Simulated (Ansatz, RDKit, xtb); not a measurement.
# C2H8N2Si2: which of the isomers drawn lies lowest?, part 1 of 2

Which of a sample of isomers of C2H8N2Si2 is the most stable in the gas at 298.15 K, and what are its properties? The sample is small against all isomers, and the most stable one of this formula need not be in it.

Plan: many cheap relaxations first (GFN2-xTB), then density-functional screening, relaxation at B3LYP/def2-SVP, vibrations (at GFN2-xTB) and a final energy. The numbers are computed, not measured.

## Step 1: Possible bonding patterns

Isomers were taken from a list of plausible structures; this is a sample, not all of them. That gives 3 candidates.

```
label                SMILES     spin
 c055  C[Si@@H](C#N)N[SiH3]  singlet
 c186   CN([SiH3])[SiH2]C#N  singlet
 c759     C[SiH2]N[SiH2]C#N  singlet
```

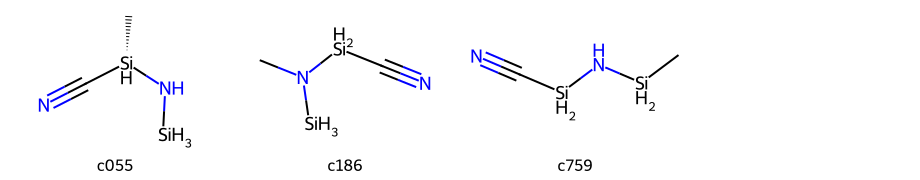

Structural formulas of the candidates.

Candidates are built by distance geometry, with a force field where one applies, in up to four conformers (letters a to d).

## Step 2: Search with GFN2-xTB

All 11 starts are relaxed the same way. One of them, c055d (taken from a list of positional isomers, embedded by distance geometry and MMFF94), in full:

start.xyz reads:

```xyz
14
c055d
C     -0.813144     0.178046     0.690247
C     -1.899905     1.526565    -1.855102
N     -2.726396     2.236536    -2.274045
N      1.054862     1.077103    -1.381927
Si    -0.496834     0.409125    -1.114289
Si     2.283157    -0.054948    -1.171942
H     -0.720394     1.182607     1.268463
H     -0.111021    -0.486238     1.145780
H     -1.832881    -0.151979     0.919634
H     -0.603103    -0.917956    -1.789298
H      1.216983     1.865408    -0.803015
H      2.089971    -1.159694    -2.172549
H      3.567187     0.652005    -1.469454
H      2.234468    -0.499223     0.189871
```

On the command line:

```bash
$ xtb start.xyz --gfn 2 --opt
```

What it wrote, shortened:

```text
* xtb version 6.7.1
[...]
          :  # basis functions                  44          :
[...]
          :  # electrons                        34          :
[...]
          :  Hamiltonian                  GFN2-xTB          :
[...]
          :  net charge                          0          :
          :  unpaired electrons                  0          :
[...]
   *** convergence criteria satisfied after 13 iterations ***
[...]
   *** GEOMETRY OPTIMIZATION CONVERGED AFTER 46 ITERATIONS ***
[...]
   *** convergence criteria satisfied after 3 iterations ***
[...]
         ::                     SUMMARY                     ::
         :::::::::::::::::::::::::::::::::::::::::::::::::::::
         :: total energy             -17.653537279798 Eh    ::
         :: gradient norm              0.000353200133 Eh/a0 ::
         :: HOMO-LUMO gap              4.087426123500 eV    ::
         ::.................................................::
         :: SCC energy               -17.919476612033 Eh    ::
         :: -> isotropic ES            0.045089034399 Eh    ::
         :: -> anisotropic ES          0.005821187525 Eh    ::
         :: -> anisotropic XC          0.020921694524 Eh    ::
         :: -> dispersion             -0.010198347626 Eh    ::
         :: repulsion energy           0.265939332236 Eh    ::
         :: add. restraining           0.000000000000 Eh    ::
         :: total charge              -0.000000000000 e     ::
         :::::::::::::::::::::::::::::::::::::::::::::::::::::
[...]
        17        2.0000           -0.3900594             -10.6141 (HOMO)
        18                         -0.2398492              -6.5266 (LUMO)
[...]
          | TOTAL ENERGY              -17.653537279798 Eh   |
          | GRADIENT NORM               0.000353200133 Eh/α |
          | HOMO-LUMO GAP               4.087426123500 eV   |
           -------------------------------------------------
[...]
```

Wall time 0.26 s (2 threads of Arm Neoverse V2, shared host).

## Step 3: The minima found

11 of the 11 relaxations converged. 11 distinct structures remain:

```
label  start          SMILES after     spin  energy (kcal/mol)
c186b  drawn   CN([SiH3])[SiH2]C#N  singlet                0.0
c186c  drawn   CN([SiH3])[SiH2]C#N  singlet                0.1
c186a  drawn   CN([SiH3])[SiH2]C#N  singlet                0.4
c759c  drawn     C[SiH2]N[SiH2]C#N  singlet                2.3
c055d  drawn  C[Si@@H](C#N)N[SiH3]  singlet                2.6
c055b  drawn  C[Si@@H](C#N)N[SiH3]  singlet                2.7
c759b  drawn     C[SiH2]N[SiH2]C#N  singlet                2.7
c759a  drawn     C[SiH2]N[SiH2]C#N  singlet                2.7
c055a  drawn  C[Si@@H](C#N)N[SiH3]  singlet                2.7
c759d  drawn     C[SiH2]N[SiH2]C#N  singlet                2.7
c055c  drawn  C[Si@@H](C#N)N[SiH3]  singlet                3.2
```

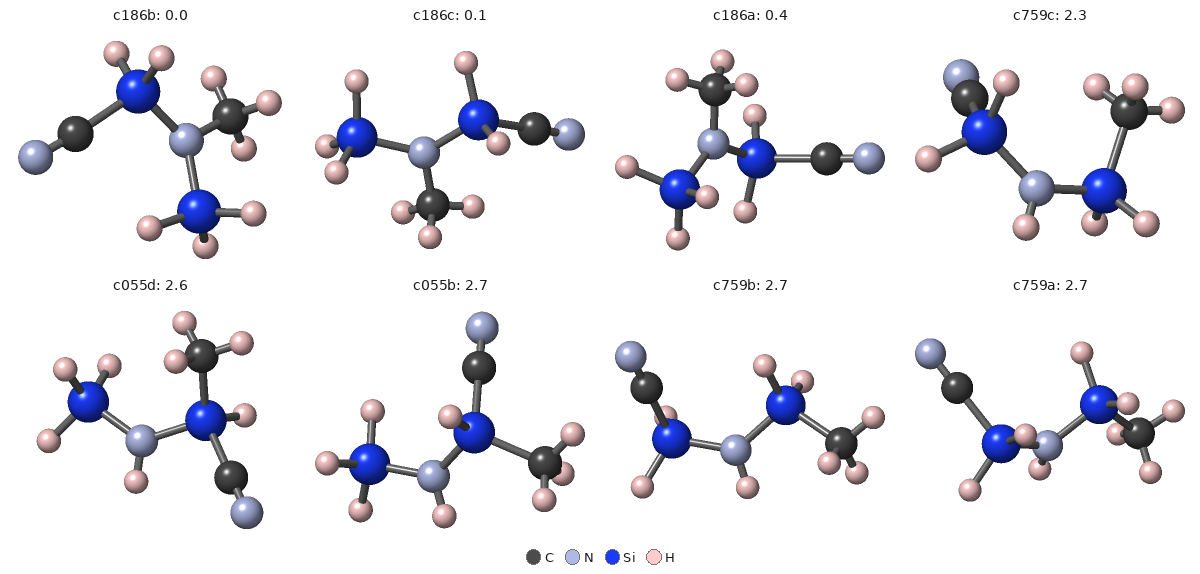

The 8 lowest minima that did not fall apart, with their GFN2-xTB energies in kcal/mol.

## Step 4: Screening with a density functional

A choice of the minima (the low ones first, few conformers of a pattern, up to a cap) and the lowest that fell apart get a single point at r2SCAN-D4/def2-SVP on the tight-binding geometry, and one at HF/STO-3G for comparison. The lowest singlets are also tried as triplets at the same geometry (label ending in t). Within 40 kcal/mol but not screened, among others: c186a, c759a, c055a, c759d, c055c. The first, c186b:

input.yaml reads:

```yaml
crystal:
  periodic: [false, false, false]
  atoms:
    - {symbol: C, position_ang: [2.187046, 0.747173, 0.932722]}
    - {symbol: C, position_ang: [-1.423085, -1.433215, 1.206143]}
    - {symbol: "N", position_ang: [1.185913, -0.280156, 0.718006]}
    - {symbol: "N", position_ang: [-2.312419, -2.041844, 0.819763]}
    - {symbol: Si, position_ang: [1.590512, -1.461207, -0.505351]}
    - {symbol: Si, position_ang: [-0.035791, -0.419698, 1.931433]}
    - {symbol: H, position_ang: [1.756366, 1.601257, 1.453815]}
    - {symbol: H, position_ang: [2.582036, 1.090019, -0.023520]}
    - {symbol: H, position_ang: [3.023577, 0.372106, 1.529516]}
    - {symbol: H, position_ang: [1.843928, -0.702014, -1.732893]}
    - {symbol: H, position_ang: [0.450728, -2.359035, -0.605445]}
    - {symbol: H, position_ang: [2.812390, -2.175734, -0.111748]}
    - {symbol: H, position_ang: [0.396375, -1.112722, 3.154329]}
    - {symbol: H, position_ang: [-0.563210, 0.918926, 2.212727]}
basis:
  gaussian: {orbitals: def2-SVP}
hamiltonian: {xc: r2scan, dispersion: d4}
scf: {lower_state_search: "off"}
output: {orbitals: {seedname: orbitals}}
```

On the command line:

```bash
$ ansatz run input.yaml --threads 2 --pin off --max-ram 5220MiB --events-out events.jsonl --progress --plain --runs-dir runs
```

What it wrote, shortened:

```text
Warning: RAYON_NUM_THREADS=2 ignored (pool sized by the plan → 2); use --threads N
Functional definition: r2SCAN
  name "r2SCAN"
[...]
1516 factors; their error is unknown
[...]
mean field -20926.41675398 eV, -769.0316312741 hartree, gradient 6.7e-6 eV, S^2 0.000000; 0 other end points of the search recorded, 0 dependent functions left out
reference -20926.41676510 eV, -769.0316316828 hartree; 31, 31 occupied and 101, 101 virtual orbitals, 1516 factors
Total energy: -20926.51111477 eV, -769.0350989691 hartree
Checks for a lower state left out: stability, starts, cluster_reference, orbital_swaps, neighbouring_geometries, increment
```

It took 3.6 s on 2 threads of Arm Neoverse V2, shared host; peak memory 0.17 GiB.

Relative energies in kcal/mol, each column from its lowest structure that stays in one piece:

```
 label                SMILES     spin  GFN2-xTB  HF/STO-3G  r2SCAN-D4/def2-SVP
 c055d  C[Si@@H](C#N)N[SiH3]  singlet       2.6        0.4                 0.0
 c759c     C[SiH2]N[SiH2]C#N  singlet       2.3        0.5                 0.1
 c055b  C[Si@@H](C#N)N[SiH3]  singlet       2.7        0.0                 0.2
 c759b     C[SiH2]N[SiH2]C#N  singlet       2.7        0.7                 1.5
 c186c   CN([SiH3])[SiH2]C#N  singlet       0.1       16.2                20.0
 c186b   CN([SiH3])[SiH2]C#N  singlet       0.0       16.9                20.9
c759ct     C[SiH2]N[SiH2]C#N  triplet         –          –               126.1
c055dt  C[Si@@H](C#N)N[SiH3]  triplet         –          –               128.6
```

Measured from c055d, GFN2-xTB misplaces c186b by 24 kcal/mol against r2SCAN-D4/def2-SVP, so minima dropped on its energies alone could hide the lowest isomer.

## Step 5: Relaxing the best candidates

3 candidates are relaxed at B3LYP/def2-SVP (chosen among the lowest in one piece, one conformer a pattern). The first, c055d:

input.yaml reads:

```yaml
crystal:
  periodic: [false, false, false]
  atoms:
    - {symbol: C, position_ang: [-0.896001, -0.076607, 0.672527]}
    - {symbol: C, position_ang: [-1.704283, 1.865752, -1.567216]}
    - {symbol: "N", position_ang: [-2.326001, 2.791811, -1.826909]}
    - {symbol: N, position_ang: [0.941476, 0.811694, -1.498310]}
    - {symbol: Si, position_ang: [-0.689209, 0.345626, -1.159539]}
    - {symbol: Si, position_ang: [2.423991, 0.092730, -0.943790]}
    - {symbol: H, position_ang: [-0.621072, 0.761310, 1.307537]}
    - {symbol: H, position_ang: [-0.262941, -0.916999, 0.941912]}
    - {symbol: H, position_ang: [-1.922621, -0.345189, 0.904479]}
    - {symbol: H, position_ang: [-1.173803, -0.728293, -2.040248]}
    - {symbol: H, position_ang: [1.047290, 1.531661, -2.194175]}
    - {symbol: H, position_ang: [2.344960, -1.357031, -1.140575]}
    - {symbol: H, position_ang: [3.480629, 0.694391, -1.753847]}
    - {symbol: H, position_ang: [2.600537, 0.386499, 0.480529]}
basis:
  gaussian:
    orbitals: def2-SVP
hamiltonian:
  xc: {name: B3LYP}
relax:
  f_tol: 0.006
scf:
  lower_state_search: off
```

On the command line:

```bash
$ ansatz run input.yaml --threads 2 --pin off --max-ram 5220MiB --events-out events.jsonl --progress --plain --runs-dir runs
```

What it wrote:

```text
Warning: RAYON_NUM_THREADS=2 ignored (pool sized by the plan → 2); use --threads N
The last accepted step is kept in runs//last_step.txt (removed where the run ends without a failure and the disk answers)
Functional definition: B3LYP
  name "B3LYP"
  parameter a0 = 0.2
  parameter ax = 0.72
  parameter ac = 0.81
  exchange = (1 - a0 - ax)*slater_x + ax*b88_x + a0*exact_x
  correlation = (1 - ac)*vwn_rpa_c + ac*lyp_c
these checks for a lower state are left out or cut short: stability, starts, cluster_reference, orbital_swaps, neighbouring_geometries, increment
1428 factors; integrals over basis functions are off by at most 6.3e-4 eV
mean field evaluation 1: about -20920.5970 eV, gradient 7.6e1 eV
mean field evaluation 2: about -20905.1180 eV, gradient 1.1e2 eV
mean field evaluation 4: about -20932.7974 eV, gradient 9.4e0 eV
mean field evaluation 8: about -20933.0154 eV, gradient 2.8e-1 eV
mean field evaluation 16: about -20933.0156 eV, gradient 7.1e-6 eV
mean field -20933.01561773 eV, -769.2741350441 hartree, gradient 7.0e-6 eV, S^2 0.000000; 0 other end points of the search recorded, 0 dependent functions left out
the calculation of the forces begins
reference -20933.01592427 eV, -769.2741463090 hartree; 31, 31 occupied and 101, 101 virtual orbitals, 1428 factors
relax step   1: F+E_penalty+E_count = -20933.01561773 eV  Δ(F+E_penalty+E_count) = +0.000e0 eV  max|allowed force component| = 1.734e0 eV/Å  Δτ_max = 0.0000 Å  (15 SCF iters, accepted)
these checks for a lower state are left out or cut short: stability, starts, cluster_reference, orbital_swaps, neighbouring_geometries, increment
1428 factors; integrals over basis functions are off by at most 7.0e-4 eV
mean field -20933.11043185 eV, -769.2776193986 hartree, gradient 1.2e-6 eV, S^2 0.000000; 0 other end points of the search recorded, 0 dependent functions left out
the calculation of the forces begins
reference -20933.11074024 eV, -769.2776307318 hartree; 31, 31 occupied and 101, 101 virtual orbitals, 1428 factors
relax step   2: F+E_penalty+E_count = -20933.11043185 eV  Δ(F+E_penalty+E_count) = -9.481e-2 eV  max|allowed force component| = 2.535e-1 eV/Å  Δτ_max = 0.0893 Å  (21 SCF iters, accepted)
these checks for a lower state are left out or cut short: stability, starts, cluster_reference, orbital_swaps, neighbouring_geometries, increment
1428 factors; integrals over basis functions are off by at most 7.2e-4 eV
mean field evaluation 32: about -20933.1160 eV, gradient 2.8e-6 eV
mean field -20933.11604462 eV, -769.2778256641 hartree, gradient 2.8e-6 eV, S^2 0.000000; 0 other end points of the search recorded, 0 dependent functions left out
the calculation of the forces begins
reference -20933.11635357 eV, -769.2778370179 hartree; 31, 31 occupied and 101, 101 virtual orbitals, 1428 factors
relax step   3: F+E_penalty+E_count = -20933.11604462 eV  Δ(F+E_penalty+E_count) = -5.613e-3 eV  max|allowed force component| = 7.590e-2 eV/Å  Δτ_max = 0.0201 Å  (21 SCF iters, accepted)
[... from here on, the SCF cycles and remarks between the steps are left out ...]
relax step   4: F+E_penalty+E_count = -20933.12030773 eV  Δ(F+E_penalty+E_count) = -4.263e-3 eV  max|allowed force component| = 4.063e-2 eV/Å  Δτ_max = 0.1091 Å  (20 SCF iters, accepted)
relax step   5: F+E_penalty+E_count = -20933.12268935 eV  Δ(F+E_penalty+E_count) = -2.382e-3 eV  max|allowed force component| = 3.560e-1 eV/Å  Δτ_max = 0.1953 Å  (19 SCF iters, accepted)
relax step   6: F+E_penalty+E_count = -20933.12637356 eV  Δ(F+E_penalty+E_count) = -3.684e-3 eV  max|allowed force component| = 1.780e-1 eV/Å  Δτ_max = 0.0239 Å  (21 SCF iters, accepted)
relax step   7: F+E_penalty+E_count = -20933.13240095 eV  Δ(F+E_penalty+E_count) = -6.027e-3 eV  max|allowed force component| = 4.844e-2 eV/Å  Δτ_max = 0.1116 Å  (20 SCF iters, accepted)
relax step   8: F+E_penalty+E_count = -20933.13487178 eV  Δ(F+E_penalty+E_count) = -2.471e-3 eV  max|allowed force component| = 2.836e-1 eV/Å  Δτ_max = 0.1981 Å  (19 SCF iters, accepted)
relax step   9: F+E_penalty+E_count = -20933.13806173 eV  Δ(F+E_penalty+E_count) = -3.190e-3 eV  max|allowed force component| = 1.775e-1 eV/Å  Δτ_max = 0.0435 Å  (21 SCF iters, accepted)
relax step  10: F+E_penalty+E_count = -20933.14113790 eV  Δ(F+E_penalty+E_count) = -3.076e-3 eV  max|allowed force component| = 1.635e-1 eV/Å  Δτ_max = 0.1029 Å  (20 SCF iters, accepted)
relax step  11: F+E_penalty+E_count = -20933.14507293 eV  Δ(F+E_penalty+E_count) = -3.935e-3 eV  max|allowed force component| = 9.054e-3 eV/Å  Δτ_max = 0.0731 Å  (21 SCF iters, accepted)
relax step  12: F+E_penalty+E_count = -20933.14648493 eV  Δ(F+E_penalty+E_count) = -1.412e-3 eV  max|allowed force component| = 3.317e-1 eV/Å  Δτ_max = 0.1966 Å  (19 SCF iters, accepted)
relax step  13: F+E_penalty+E_count = -20933.14920474 eV  Δ(F+E_penalty+E_count) = -2.720e-3 eV  max|allowed force component| = 1.714e-1 eV/Å  Δτ_max = 0.0167 Å  (22 SCF iters, accepted)
relax step  14: F+E_penalty+E_count = -20933.15111795 eV  Δ(F+E_penalty+E_count) = -1.913e-3 eV  max|allowed force component| = 9.892e-3 eV/Å  Δτ_max = 0.0580 Å  (21 SCF iters, accepted)
relax step  15: F+E_penalty+E_count = -20933.15346760 eV  Δ(F+E_penalty+E_count) = -2.350e-3 eV  max|allowed force component| = 2.198e-1 eV/Å  Δτ_max = 0.1955 Å  (20 SCF iters, accepted)
relax step  16: F+E_penalty+E_count = -20933.15508041 eV  Δ(F+E_penalty+E_count) = -1.613e-3 eV  max|allowed force component| = 2.976e-1 eV/Å  Δτ_max = 0.1092 Å  (20 SCF iters, accepted)
relax step  17: F+E_penalty+E_count = -20933.15696115 eV  Δ(F+E_penalty+E_count) = -1.881e-3 eV  max|allowed force component| = 1.807e-1 eV/Å  Δτ_max = 0.0565 Å  (20 SCF iters, accepted)
relax step  18: F+E_penalty+E_count = -20933.15868350 eV  Δ(F+E_penalty+E_count) = -1.722e-3 eV  max|allowed force component| = 6.699e-2 eV/Å  Δτ_max = 0.1199 Å  (20 SCF iters, accepted)
relax step  19: F+E_penalty+E_count = -20933.15936379 eV  Δ(F+E_penalty+E_count) = -6.803e-4 eV  max|allowed force component| = 2.009e-1 eV/Å  Δτ_max = 0.1255 Å  (20 SCF iters, accepted)
relax step  20: F+E_penalty+E_count = -20933.16046471 eV  Δ(F+E_penalty+E_count) = -1.101e-3 eV  max|allowed force component| = 8.725e-2 eV/Å  Δτ_max = 0.0152 Å  (15 SCF iters, accepted)
relax step  21: F+E_penalty+E_count = -20933.16174738 eV  Δ(F+E_penalty+E_count) = -1.283e-3 eV  max|allowed force component| = 2.625e-2 eV/Å  Δτ_max = 0.0536 Å  (21 SCF iters, accepted)
relax step  22: F+E_penalty+E_count = -20933.16255561 eV  Δ(F+E_penalty+E_count) = -8.082e-4 eV  max|allowed force component| = 4.159e-2 eV/Å  Δτ_max = 0.0793 Å  (21 SCF iters, accepted)
relax step  23: F+E_penalty+E_count = -20933.16275245 eV  Δ(F+E_penalty+E_count) = -1.968e-4 eV  max|allowed force component| = 7.641e-2 eV/Å  Δτ_max = 0.1096 Å  (19 SCF iters, accepted)
relax step  24: F+E_penalty+E_count = -20933.16338791 eV  Δ(F+E_penalty+E_count) = -6.355e-4 eV  max|allowed force component| = 4.306e-2 eV/Å  Δτ_max = 0.0214 Å  (22 SCF iters, accepted)
relax step  25: F+E_penalty+E_count = -20933.16378410 eV  Δ(F+E_penalty+E_count) = -3.962e-4 eV  max|allowed force component| = 1.789e-2 eV/Å  Δτ_max = 0.0321 Å  (21 SCF iters, accepted)
relax step  26: F+E_penalty+E_count = -20933.16430350 eV  Δ(F+E_penalty+E_count) = -5.194e-4 eV  max|allowed force component| = 1.397e-2 eV/Å  Δτ_max = 0.0748 Å  (21 SCF iters, accepted)
relax step  27: F+E_penalty+E_count = -20933.16243858 eV  Δ(F+E_penalty+E_count) = +1.865e-3 eV  max|allowed force component| = 1.721e-1 eV/Å  Δτ_max = 0.1681 Å  (20 SCF iters, rejected (line search))
relax step  28: F+E_penalty+E_count = -20933.11605319 eV  Δ(F+E_penalty+E_count) = +4.825e-2 eV  max|allowed force component| = 7.352e-1 eV/Å  Δτ_max = 0.0603 Å  (22 SCF iters, rejected (line search))
relax step  29: F+E_penalty+E_count = -20933.16448811 eV  Δ(F+E_penalty+E_count) = -1.846e-4 eV  max|allowed force component| = 2.815e-3 eV/Å  Δτ_max = 0.0220 Å  (14 SCF iters, accepted)
relax step  30: F+E_penalty+E_count = -20933.16478133 eV  Δ(F+E_penalty+E_count) = -2.932e-4 eV  max|allowed force component| = 1.847e-2 eV/Å  Δτ_max = 0.0766 Å  (21 SCF iters, accepted)
relax step  31: F+E_penalty+E_count = -20933.16484590 eV  Δ(F+E_penalty+E_count) = -6.456e-5 eV  max|allowed force component| = 3.080e-2 eV/Å  Δτ_max = 0.0347 Å  (21 SCF iters, accepted)
relax step  32: F+E_penalty+E_count = -20933.16492891 eV  Δ(F+E_penalty+E_count) = -8.302e-5 eV  max|allowed force component| = 2.511e-2 eV/Å  Δτ_max = 0.0144 Å  (14 SCF iters, accepted)
relax step  33: F+E_penalty+E_count = -20933.16509212 eV  Δ(F+E_penalty+E_count) = -1.632e-4 eV  max|allowed force component| = 1.586e-2 eV/Å  Δτ_max = 0.0503 Å  (21 SCF iters, accepted)
relax step  34: F+E_penalty+E_count = -20933.16515659 eV  Δ(F+E_penalty+E_count) = -6.447e-5 eV  max|allowed force component| = 1.903e-2 eV/Å  Δτ_max = 0.0654 Å  (21 SCF iters, accepted)
relax step  35: F+E_penalty+E_count = -20933.16518662 eV  Δ(F+E_penalty+E_count) = -3.003e-5 eV  max|allowed force component| = 1.666e-2 eV/Å  Δτ_max = 0.0023 Å  (13 SCF iters, accepted)
relax step  36: F+E_penalty+E_count = -20933.16520937 eV  Δ(F+E_penalty+E_count) = -2.275e-5 eV  max|allowed force component| = 2.585e-3 eV/Å  Δτ_max = 0.0034 Å  (14 SCF iters, accepted)
relax step  37: F+E_penalty+E_count = -20933.16522454 eV  Δ(F+E_penalty+E_count) = -1.516e-5 eV  max|allowed force component| = 1.551e-3 eV/Å  Δτ_max = 0.0227 Å  (14 SCF iters, accepted)
relax step  38: F+E_penalty+E_count = -20933.16523212 eV  Δ(F+E_penalty+E_count) = -7.579e-6 eV  max|allowed force component| = 6.346e-3 eV/Å  Δτ_max = 0.0348 Å  (21 SCF iters, accepted)
these checks for a lower state are left out or cut short: stability, starts, cluster_reference, orbital_swaps, neighbouring_geometries, increment
1428 factors; integrals over basis functions are off by at most 6.9e-4 eV
mean field -20933.16523563 eV, -769.2796334003 hartree, gradient 2.9e-6 eV, S^2 0.000000; 0 other end points of the search recorded, 0 dependent functions left out
the calculation of the forces begins
reference -20933.16554214 eV, -769.2796446643 hartree; 31, 31 occupied and 101, 101 virtual orbitals, 1428 factors
relax step  39: F+E_penalty+E_count = -20933.16523563 eV  Δ(F+E_penalty+E_count) = -3.513e-6 eV  max|allowed force component| = 2.229e-3 eV/Å  Δτ_max = 0.0025 Å  (12 SCF iters, accepted)
Total energy: -20933.16554214 eV, -769.2796446643 hartree
Atom 0 at    -1.030194    -0.207280     0.600595 Å, force     0.000050    -0.000396     0.000023 eV/Å
Atom 1 at    -1.295637     2.093706    -1.324656 Å, force    -0.000997     0.000410     0.000396 eV/Å
Atom 2 at    -1.612768     3.207909    -1.413238 Å, force     0.000794    -0.000939    -0.000176 eV/Å
Atom 3 at     0.886916     0.100161    -1.706469 Å, force     0.002044     0.000493    -0.000170 eV/Å
Atom 4 at    -0.756186     0.294489    -1.179680 Å, force     0.000392    -0.000311    -0.000343 eV/Å
Atom 5 at     2.417798     0.398911    -0.902876 Å, force    -0.000816    -0.000277     0.000536 eV/Å
Atom 6 at    -0.421499     0.396702     1.290939 Å, force    -0.000115     0.000242     0.000106 eV/Å
Atom 7 at    -0.772296    -1.268413     0.746107 Å, force     0.000176     0.000428     0.000089 eV/Å
Atom 8 at    -2.089013    -0.065559     0.870559 Å, force     0.000006    -0.000010    -0.000021 eV/Å
Atom 9 at    -1.633016    -0.444113    -2.126104 Å, force    -0.000125     0.000361     0.000019 eV/Å
Atom 10 at     0.969218    -0.084245    -2.706043 Å, force    -0.000422     0.000279     0.000698 eV/Å
Atom 11 at     3.338319    -0.760341    -1.094752 Å, force    -0.000926     0.001558     0.000363 eV/Å
Atom 12 at     3.106807     1.618461    -1.419823 Å, force    -0.000505    -0.001573     0.000709 eV/Å
Atom 13 at     2.134500     0.576967     0.547816 Å, force     0.000443    -0.000266    -0.002229 eV/Å
Dipole moment:     0.273647    -0.745887     0.045671 e Å
Checks for a lower state left out: stability, starts, cluster_reference, orbital_swaps, neighbouring_geometries, increment
```

Wall time 2.3 min (2 threads of Arm Neoverse V2, shared host); peak memory 0.29 GiB.

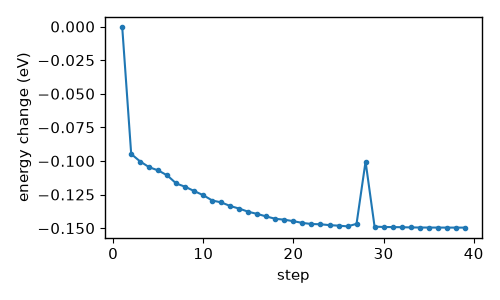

Energy along the run, all evaluated steps.

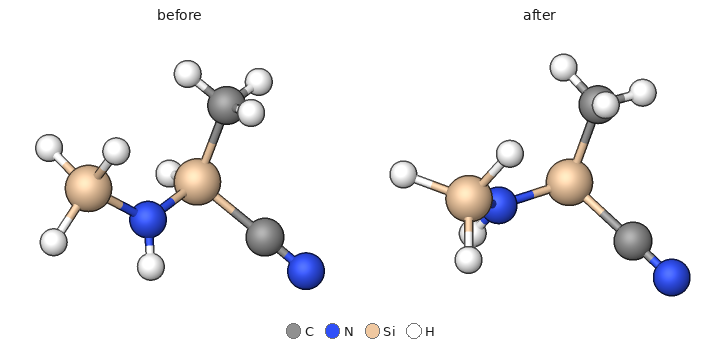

Before and after, at one scale.

After the run. Bond lengths: C2–N3 1.162 Å, C1–Si5 1.870 Å, C2–Si5 1.884 Å, N4–Si5 1.736 Å, N4–Si6 1.755 Å, C1–H7 1.101 Å, C1–H8 1.102 Å, C1–H9 1.102 Å, Si5–H10 1.487 Å, N4–H11 1.020 Å, Si6–H12 1.493 Å, Si6–H13 1.493 Å, Si6–H14 1.489 Å. Some angles: N3–C2–Si5 179.2°, C1–Si5–C2 106.7°, C1–Si5–N4 113.4°, C2–Si5–N4 110.8°, Si5–N4–Si6 131.9°, C1–Si5–H10 112.7°, C2–Si5–H10 104.9°, N4–Si5–H10 108.0°, Si5–C1–H7 111.6°, Si5–C1–H8 110.5°.

(Continued in part 2 of 2.)
